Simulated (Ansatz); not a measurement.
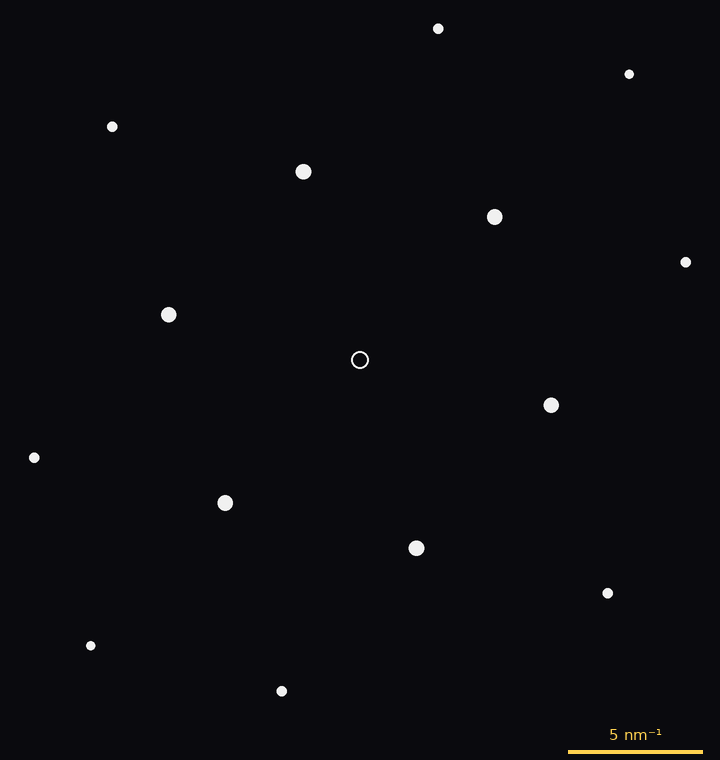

Simulated selected-area electron diffraction pattern (300 kV, kinematic approximation, thin crystal, B = 0.5 Å² for all atoms).

### Read the repeat vectors of the pattern off the scale bar.

The spots form a hexagonal net with both shortest vectors at d = 1.36 Å, 60.0° apart.

### What is the point symmetry of the pattern, intensities included?

6mm. Such a pattern arises along the three- or sixfold axis of a trigonal, hexagonal or cubic crystal.

### What was simulated?

This cannot be fixed from one zone alone; the pattern is [111] of Ir, space group Fm-3m (No. 225), a = 3.840 Å. The net vectors are -2 2 0 and -2 0 2. Structure: the input geometry of an electronic-structure calculation (not necessarily at equilibrium).
